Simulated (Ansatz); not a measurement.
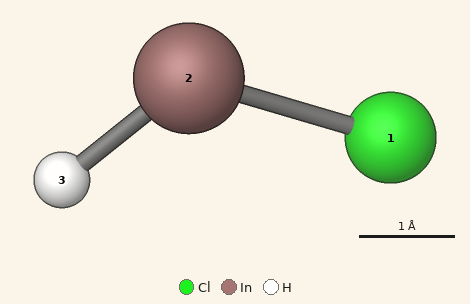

The input geometry (ball-and-stick view, seen at a tilt; atoms are numbered from 1 in the order of the input). Sticks mark near contacts.

**Geometry relaxation of InHCl**

InHCl, multiplicity 2, computed with HF/3-21G, UHF (Ansatz 0.2.0).

The geometry comes from this level: PBE0-D4/def2-TZVP. Figures and captions count atoms from 1; the log counts them from 0 in places.

## Output
```
The last accepted step is kept in runs//last_step.txt (removed where the run ends without a failure and the disk answers)
Functional definition: HF
  name "HF"
  exchange = exact_x
  correlation = 0
619 factors; integrals over basis functions are off by at most 1.1e-4 eV
mean field evaluation 1: about -167974.9717 eV, gradient 1.1e1 eV
mean field evaluation 2: about -167974.9815 eV, gradient 1.1e1 eV
mean field evaluation 4: about -167975.9452 eV, gradient 1.2e0 eV
mean field evaluation 8: about -167975.9870 eV, gradient 9.2e-4 eV
mean field -167975.98732207 eV, -6173.0036758725 hartree, gradient 5.9e-5 eV, S^2 0.762084; 0 other end points of the search recorded, 0 dependent functions left out
the calculation of the forces begins
reference -167975.98732207 eV, -6173.0036758725 hartree; 34, 33 occupied and 14, 15 virtual orbitals, 619 factors
relax step   1: F+E_penalty+E_count = -167975.98732207 eV  Δ(F+E_penalty+E_count) = +0.000e0 eV  max|allowed force component| = 9.949e-1 eV/Å  Δτ_max = 0.0000 Å  (36 SCF iters, accepted)
these checks for a lower state are left out or cut short: starts, cluster_reference, orbital_swaps, neighbouring_geometries, increment
619 factors; integrals over basis functions are off by at most 1.2e-4 eV
mean field evaluation 16: about -167976.0339 eV, gradient 3.9e-2 eV
mean field -167976.03386189 eV, -6173.0053861794 hartree, gradient 2.6e-5 eV, S^2 0.766088; 0 other end points of the search recorded, 0 dependent functions left out
the calculation of the forces begins
reference -167976.03386189 eV, -6173.0053861794 hartree; 34, 33 occupied and 14, 15 virtual orbitals, 619 factors
relax step   2: F+E_penalty+E_count = -167976.03386189 eV  Δ(F+E_penalty+E_count) = -4.654e-2 eV  max|allowed force component| = 2.008e-1 eV/Å  Δτ_max = 0.0602 Å  (36 SCF iters, accepted)
these checks for a lower state are left out or cut short: starts, cluster_reference, orbital_swaps, neighbouring_geometries, increment
619 factors; integrals over basis functions are off by at most 1.2e-4 eV
mean field -167976.03741685 eV, -6173.0055168215 hartree, gradient 2.6e-5 eV, S^2 0.764595; 0 other end points of the search recorded, 0 dependent functions left out
the calculation of the forces begins
reference -167976.03741685 eV, -6173.0055168215 hartree; 34, 33 occupied and 14, 15 virtual orbitals, 619 factors
relax step   3: F+E_penalty+E_count = -167976.03741685 eV  Δ(F+E_penalty+E_count) = -3.555e-3 eV  max|allowed force component| = 1.436e-2 eV/Å  Δτ_max = 0.0135 Å  (31 SCF iters, accepted)
these checks for a lower state are left out or cut short: starts, cluster_reference, orbital_swaps, neighbouring_geometries, increment
619 factors; integrals over basis functions are off by at most 1.2e-4 eV
mean field evaluation 32: about -167976.0374 eV, gradient 3.9e-2 eV
mean field -167976.03743067 eV, -6173.0055173294 hartree, gradient 2.6e-5 eV, S^2 0.764702; 0 other end points of the search recorded, 0 dependent functions left out
the calculation of the forces begins
reference -167976.03743067 eV, -6173.0055173294 hartree; 34, 33 occupied and 14, 15 virtual orbitals, 619 factors
relax step   4: F+E_penalty+E_count = -167976.03743067 eV  Δ(F+E_penalty+E_count) = -1.382e-5 eV  max|allowed force component| = 6.013e-4 eV/Å  Δτ_max = 0.0013 Å  (31 SCF iters, accepted)
```

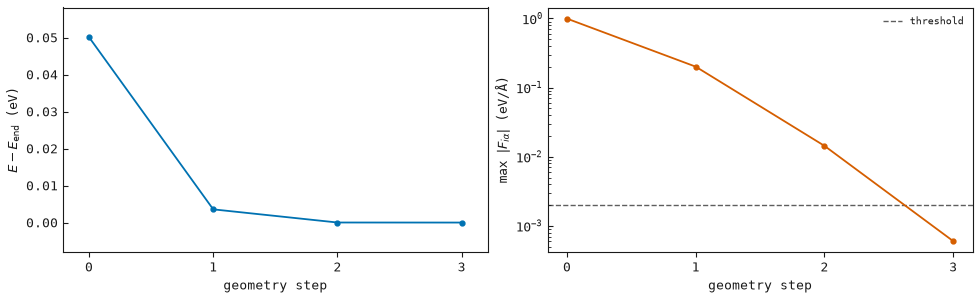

Progress of the relaxation, step by step (the first geometry is step 0 here and step 1 in the log).

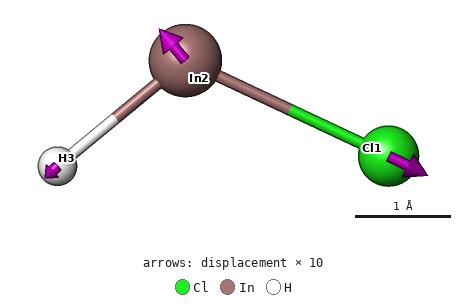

The starting structure with the displacements as pink arrows, magnified 10 times (ball-and-stick view, seen at a tilt). The two geometries are laid on each other by the best rigid fit. The atom that moves furthest after the best rigid fit is Cl1 (0.047 Å). Largest moves by element: Cl 0.047 Å, In 0.044 Å, H 0.019 Å. Among the contacts that change: Cl1–In2 2.365 → 2.452 Å, In2–H3 1.773 → 1.793 Å. After 3 geometry steps the energy has fallen by 0.050 eV. The largest force component goes from 0.99 to 0.0006 eV/Å. (Atoms are counted from 1 in the order of the input.)

```
619 factors; integrals over basis functions are off by at most 1.2e-4 eV
mean field -167976.03743067 eV, -6173.0055173294 hartree, gradient 2.6e-5 eV, S^2 0.764702; 1 other end points of the search recorded, 0 dependent functions left out
the calculation of the forces begins
reference -167976.03743067 eV, -6173.0055173294 hartree; 34, 33 occupied and 14, 15 virtual orbitals, 619 factors
Total energy: -167976.03743067 eV, -6173.0055173294 hartree
Atom 0 at    -1.690564     0.392831    -0.890354 Å, force    -0.000429     0.000327    -0.000201 eV/Å
Atom 1 at     0.442382     0.563865     0.306633 Å, force     0.000080    -0.000601    -0.000022 eV/Å
Atom 2 at     1.237282    -1.021397     0.570520 Å, force     0.000349     0.000274     0.000223 eV/Å
Dipole moment:     0.833794     0.224486     0.485333 e Å
```

## Trajectory as extended XYZ (Å, eV, eV/Å), 4 frames, from step=1 to step=4
```
3
Properties=species:S:1:pos:R:3:forces:R:3 step=1 energy=-167975.98732
Cl   -1.6498    0.3968   -0.8674   -0.9949  -0.0960  -0.5601
In    0.4095    0.5424    0.2861    0.9208   0.3003   0.5417
H     1.2294   -1.0039    0.5681    0.0741  -0.2043   0.0184
3
Properties=species:S:1:pos:R:3:forces:R:3 step=2 energy=-167976.03386
Cl   -1.7022    0.3924   -0.8968    0.2008   0.0235   0.1135
In    0.4492    0.5723    0.3113   -0.1496  -0.1450  -0.0987
H     1.2421   -1.0295    0.5723   -0.0511   0.1215  -0.0148
3
Properties=species:S:1:pos:R:3:forces:R:3 step=3 energy=-167976.03742
Cl   -1.6905    0.3933   -0.8902   -0.0074  -0.0017  -0.0043
In    0.4420    0.5627    0.3063    0.0025   0.0144   0.0030
H     1.2376   -1.0207    0.5708    0.0048  -0.0126   0.0013
3
Properties=species:S:1:pos:R:3:forces:R:3 step=4 energy=-167976.03743
Cl   -1.6906    0.3928   -0.8904   -0.0004   0.0003  -0.0002
In    0.4424    0.5639    0.3066    0.0001  -0.0006   0.0000
H     1.2373   -1.0214    0.5705    0.0003   0.0003   0.0002
```

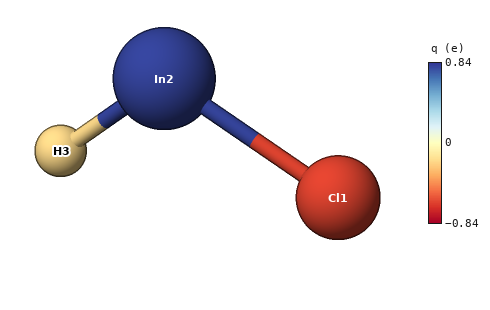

Mulliken charges, as the colour of each atom (ball-and-stick view, seen at a tilt; atoms are numbered from 1 in the order of the input; Mulliken charges depend strongly on the basis). By element: Cl −0.61, In +0.80 and H −0.19 e.

The run was set up as follows.

## Input
```yaml
crystal:
  periodic: [false, false, false]
  atoms:
    - symbol: Cl
      position_ang: [-1.649800, 0.396800, -0.867400]
    - symbol: In
      position_ang: [0.409500, 0.542400, 0.286100]
    - symbol: H
      position_ang: [1.229400, -1.003900, 0.568100]
basis:
  gaussian:
    orbitals: 3-21G.json
magnetization:
  spin_polarized: true
  initial_magnetization: 1
hamiltonian:
  xc: hf
relax:
  f_tol: 0.002
output: {orbitals: {seedname: orbitals}}
```

Launch command:
```bash
ansatz run in.yaml --threads 1 --pin off --max-ram 3480MiB --events-out events.jsonl --progress --plain --runs-dir runs
```

## Results in brief

| quantity | value |
| --- | --- |
| outcome | converged |
| total energy | −6173.005517 hartree |
| basis functions | 48 |
| largest force | 0.001 eV/Å |
| ⟨S²⟩ | 0.765 |
| SCF solution under orbital rotations | stable |
| HOMO (either spin) | −8.77 eV |
| LUMO (either spin) | −0.35 eV |
| dipole moment | 4.76 D |
| hardware | 1 thread of Arm Neoverse V2, 24 GiB of memory available, shared host |
| wall time | 5.4 s |
| peak memory | 0.13 GiB |
